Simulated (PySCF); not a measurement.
C₁₀H₂₂N₂Si (Si(vinyl)2(NHiPr)2)

The calculation's input:

```
{"job": {"kind": "nmr", "xc": "PBE0", "basis": "pcSseg-1"}, "charge": 0, "multiplicity": 1}
Si     0.477957    -0.037113     0.342421
C      0.455052    -0.341845     2.198836
C      1.255260     0.274198     3.077472
H     -0.287786    -1.045371     2.603714
H      2.016559     0.993086     2.752505
H      1.191096     0.095467     4.157054
C      2.240050     0.236642    -0.257116
C      3.334504    -0.273172     0.320728
H      2.389025     0.827299    -1.173574
H      3.273955    -0.876556     1.233801
H      4.339938    -0.115072    -0.086664
N     -0.314354     1.413610    -0.183965
C     -1.616425     1.951186     0.171400
C     -1.500156     3.040257     1.235207
C     -2.572256     0.854590     0.617858
H      0.318914     2.134721    -0.514128
H     -2.056409     2.413075    -0.735386
H     -1.086796     2.617653     2.164880
H     -2.479385     3.492778     1.460017
H     -0.826412     3.846105     0.902575
H     -2.234598     0.399693     1.563242
H     -3.575260     1.272316     0.790387
H     -2.642832     0.053551    -0.130393
N     -0.299305    -1.465515    -0.268077
C     -0.388668    -1.964501    -1.629990
C      0.722997    -2.965822    -1.938555
C     -0.398383    -0.830629    -2.644579
H     -0.379009    -2.212926     0.414163
H     -1.355580    -2.495920    -1.733426
H      1.706725    -2.474685    -1.868822
H      0.614708    -3.393325    -2.948358
H      0.712737    -3.799032    -1.217856
H      0.562689    -0.291459    -2.646604
H     -0.556197    -1.230525    -3.657211
H     -1.187464    -0.099577    -2.422315
```

Command:

```sh
OMP_NUM_THREADS=2 python probes_run.py task.json out
```

Geometry: PBE0-D3(BJ)/def2-SVP.

Theory: PySCF, PBE0/pcSseg-1, SCF density, gas phase, non-relativistic.

Predict the electron density and electron localisation function between the atoms.

C–C (1.34 Å): ρ is about 2.2 e/Å³ halfway; the ELF peaks at about 0.90 between the atoms; a short, multiple covalent bond.
C–Si (1.88 Å): ρ at the midpoint is about 0.96 e/Å³; the ELF peaks at about 1 between the atoms; localised, covalent bonding.

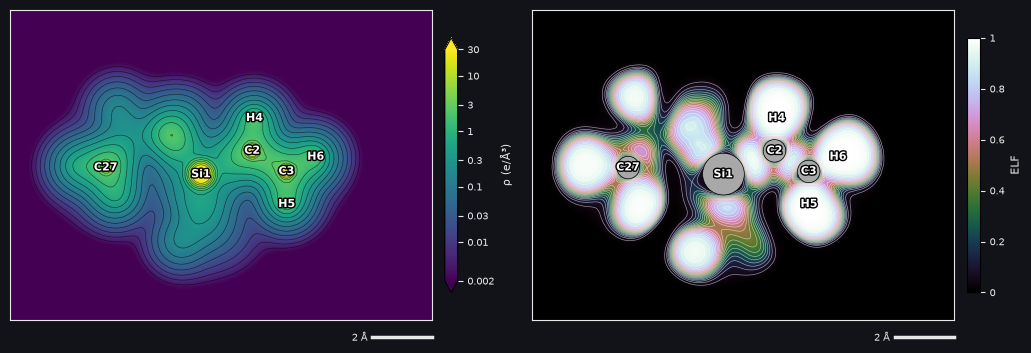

Computed electron density and electron localisation function on the plane of atoms H5, C3 and H6, in this order. Grey discs cover the atomic cores in the ELF map. 
